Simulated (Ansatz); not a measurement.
# BH2 (boron dihydride): UMP2/3-21G

Aim: the vertical ionisation energy of BH2 (boron dihydride) at UMP2/3-21G, from 2 runs. 

The calculation is run with Ansatz 0.2.0.

58 further runs of the same task are left out: 58 set aside as unsound or not needed.

## 1. Starting point

The species is BH2 (3 atoms), meant as a doublet with charge 0. SMILES: `[BH2]`. Geometry: relaxed at GFN2-xTB.

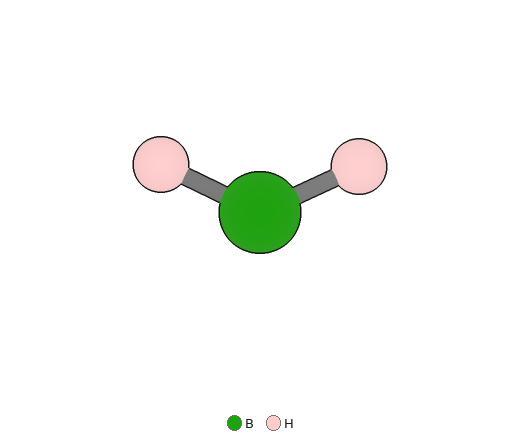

The structure, seen from a chosen angle (boron green, hydrogen pink).

## 2. The energy at UMP2/3-21G

The input, molecule.yaml:

```yaml
crystal:
  periodic: [false, false, false]
  atoms:
    - {symbol: B, position_ang: [0.262840, -0.166230, 0.128640]}
    - {symbol: H, position_ang: [0.280020, 0.985320, 0.260980]}
    - {symbol: H, position_ang: [-0.542860, -0.819090, -0.389630]}
basis:
  gaussian:
    orbitals: 3-21G.json
magnetization:
  spin_polarized: true
  initial_magnetization: 1
correlation:
  method: mp2
  frozen_orbitals: {B: 1, H: 0}
accuracy: high
```

The basis set 3-21G is read from a file made from the Basis Set Exchange's data (not shown).

Run with:

```console
$ ansatz run molecule.yaml --threads 1 --pin off --max-ram 2610MiB --events-out events.jsonl --progress --plain --runs-dir runs
```

The program printed:

```text
Warning: RAYON_NUM_THREADS=1 ignored (pool sized by the plan → 1); use --threads N
Functional definition: HF
  name "HF"
  exchange = exact_x
  correlation = 0
250 factors; integrals over basis functions are off by at most 1.0e-8 eV
mean field evaluation 1: about -696.1100 eV, gradient 6.5e0 eV
mean field evaluation 2: about -696.1048 eV, gradient 6.5e0 eV
mean field evaluation 4: about -696.6466 eV, gradient 6.6e-1 eV
mean field evaluation 8: about -696.6554 eV, gradient 1.1e-3 eV
mean field evaluation 16: about -695.9637 eV, gradient 2.2e0 eV
mean field -696.65541175 eV, -25.6016141717 hartree, gradient 1.8e-8 eV, S^2 0.751873; 2 other end points of the search recorded, 0 dependent functions left out
1 core orbitals not correlated: weight in the atoms' cores, before any rotation towards them, 1.000 or more for the frozen orbitals, at most 0.000 for the correlated occupied ones
reference -696.65541175 eV, -25.6016141717 hartree; 3, 2 occupied and 9, 10 virtual orbitals, 250 factors
second order -1.04304116 eV of doubles, -0.00000000 eV of singles
Total energy: -697.69845291 eV, -25.6399452273 hartree
```

It took 0.08 s on 1 thread of Arm Neoverse V1, shared host.

## 3. The singlet cation, same level

The input, input.yaml:

```yaml
basis:
  gaussian: {orbitals: 3-21G.json}
crystal:
  periodic: [false, false, false]
  atoms:
    - {symbol: B, position_ang: [0.262840, -0.166230, 0.128640]}
    - {symbol: H, position_ang: [0.280020, 0.985320, 0.260980]}
    - {symbol: H, position_ang: [-0.542860, -0.819090, -0.389630]}
total_charge: 1
correlation: {method: mp2, frozen_orbitals: {B: 1, H: 0}}
accuracy: high
```

The basis set 3-21G is read from a file made from the Basis Set Exchange's data (not shown).

Run with:

```console
$ ansatz run input.yaml --threads 1 --pin off --max-ram 2610MiB --events-out events.jsonl --progress --plain --runs-dir runs
```

The program printed:

```text
Warning: RAYON_NUM_THREADS=1 ignored (pool sized by the plan → 1); use --threads N
[... 4 set-up lines as earlier in the session ...]
250 factors; integrals over basis functions are off by at most 1.0e-8 eV
mean field evaluation 1: about -687.6914 eV, gradient 8.0e0 eV
mean field evaluation 2: about -687.6798 eV, gradient 8.0e0 eV
mean field evaluation 4: about -687.9672 eV, gradient 3.3e-1 eV
mean field evaluation 8: about -687.9679 eV, gradient 9.0e-5 eV
mean field -687.96786960 eV, -25.2823528864 hartree, gradient 1.9e-8 eV, S^2 0.000000; 0 other end points of the search recorded, 0 dependent functions left out
1 core orbitals not correlated: weight in the atoms' cores, before any rotation towards them, 1.000 or more for the frozen orbitals, at most 0.000 for the correlated occupied ones
reference -687.96786960 eV, -25.2823528864 hartree; 2, 2 occupied and 10, 10 virtual orbitals, 250 factors
second order -1.00031741 eV of doubles, -0.00000000 eV of singles
Total energy: -688.96818701 eV, -25.3191138731 hartree
```

It took 0.06 s on 1 thread of Arm Neoverse V1, shared host.

## 4. Outcome

Level: UMP2/3-21G, 1 core orbital frozen.

```
                                                  quantity         value
                                 doublet BH2: total energy  -25.63995 Eh
   doublet BH2: correlation energy (1 core orbital frozen)     -38.3 mEh
            doublet BH2: ⟨S²⟩ of the reference determinant         0.752
                              singlet cation: total energy  -25.31911 Eh
singlet cation: correlation energy (1 core orbital frozen)     -36.8 mEh
        vertical ionisation energy (to the singlet cation)      8.730 eV
```

The vertical ionisation energy comes to 8.73 eV (842 kJ/mol). Only the singlet of the ionised species was computed; a triplet could lie lower.
